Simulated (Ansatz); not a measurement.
# CHAlO (triplet): the correlation ladder, cc-pVDZ

Aim: climb from Hartree-Fock through coupled cluster and multireference methods for CHAlO (triplet) at one geometry and basis, and see what each rung misses.

Method: cc-pVDZ, core rule «outside noble gas», up to 7 orbitals frozen; program: Ansatz 0.2.0, Gaussian basis.

Plan: UHF; CCSD(T) on ROHF; CCSD(T) on UHF; BCCD(T) on ROHF; CISD; CCSDT(Q) on ROHF; CCSDT(Q) on UHF; CASSCF and NEVPT2, 10 electrons in 10 orbitals.

17 further runs of the same task are left out: 7 that didn't finish, 10 set aside as unsound or not needed.

## (1) The geometry

The geometry is a PBE0/def2-TZVP stationary point (not a proven minimum) of the parent state, kept for this charge and spin.

4 atoms, charge 0, spin multiplicity 3.

Atoms are counted from 1 here; the program's logs count them from 0.

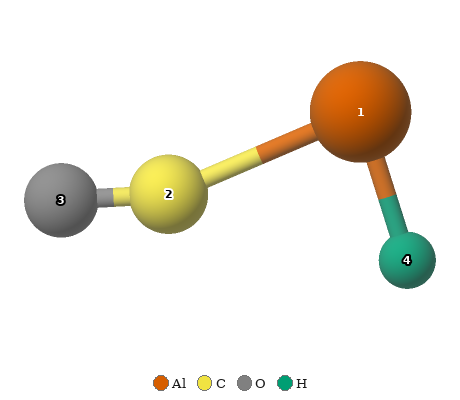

The structure; aluminium orange, carbon yellow, oxygen grey, hydrogen teal; atoms are numbered from 1 in the order of the file.

## (2) UHF

File in.yaml:

```yaml
crystal:
  periodic: [false, false, false]
  atoms:
    - {symbol: Al, position_ang: [0.000000, -0.113080, 1.406118]}
    - {symbol: C, position_ang: [0.000000, 0.189159, -0.775794]}
    - {symbol: O, position_ang: [0.000000, -0.047504, -1.881062]}
    - {symbol: H, position_ang: [0.000000, 1.527034, 1.462841]}
basis:
  gaussian: {orbitals: cc-pVDZ}
magnetization: {spin_polarized: true, initial_magnetization: 2}
hamiltonian: {xc: hf}
output: {orbitals: {seedname: orbitals}}
```

Command:

```
ansatz run in.yaml --threads 1 --pin off --events-out ev --progress --plain --max-ram 2393MiB
```

After this run come: CCSD(T) on ROHF; CCSD(T) on UHF; BCCD(T) on ROHF; CISD; CCSDT(Q) on ROHF; CCSDT(Q) on UHF; CASSCF and NEVPT2, 10 electrons in 10 orbitals.

Before running them: what should the planned runs give, taken together? Wanted: UCCSDT(Q) below the RHF energy; RMP2 from UCCSDT(Q); UMP2 from UCCSDT(Q); RCCSD from UCCSDT(Q); RCCSD(T) from UCCSDT(Q); UCCSD(T) from UCCSDT(Q); RCCSDT(Q) from UCCSDT(Q); NEVPT2 frontier from UCCSDT(Q); T1 diagnostic.

**Answer**, as computed:

```
                         quantity                      value
   UCCSDT(Q) below the RHF energy                -10.1549 eV
              RMP2 from UCCSDT(Q)                 +963.7 meV
              UMP2 from UCCSDT(Q)                 +960.3 meV
             RCCSD from UCCSDT(Q)                 +442.5 meV
          RCCSD(T) from UCCSDT(Q)                  +68.4 meV
          UCCSD(T) from UCCSDT(Q)                  +68.4 meV
         RCCSDT(Q) from UCCSDT(Q)                   +4.7 meV
   NEVPT2 frontier from UCCSDT(Q)                +1553.7 meV
levels within 1 kcal/mol (43 meV)  RCCSDT, UCCSDT, RCCSDT(Q)
                    T1 diagnostic                      0.028
```

**Reading.** RCCSD(T) misses by +68.4 meV, 0.7 % of the correlation energy. These misses are within one basis, not against nature; the frozen cores of restricted and unrestricted runs differ, which can shift their rows.
